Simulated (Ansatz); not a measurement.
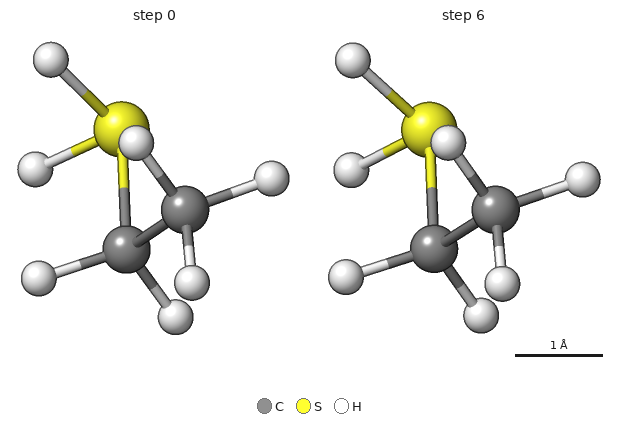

The structure of C₂H₇S (charge +1) before (left) and after (right) a relaxation, at one scale.

A ball-and-stick model, seen from a free direction.

Computed with RKS PBE0-D4/def2-TZVP (Ansatz 0.2.0). Settings: force threshold 0.005 eV/Å; at most 200 steps.

Question: Describe what moved and what it gained.

Answer: The energy falls by 0.53 kcal/mol in 6 geometry steps. Largest force component: 0.46 eV/Å at the start, 0.0012 eV/Å at the end. The largest move after the best rigid fit is that of an H atom, 0.10 Å. Largest moves by element: H 0.10 Å, S 0.05 Å, C 0.03 Å. Among the contacts that change: C–S 1.861 → 1.832 Å. Bond angles that change, for instance: C–S–H 97.1° → 99.8°, C–S–H 98.4° → 100.9°. The run took 40 s on 2 threads of Intel Xeon Platinum 8259CL @ 2.50GHz, with other jobs on the host.
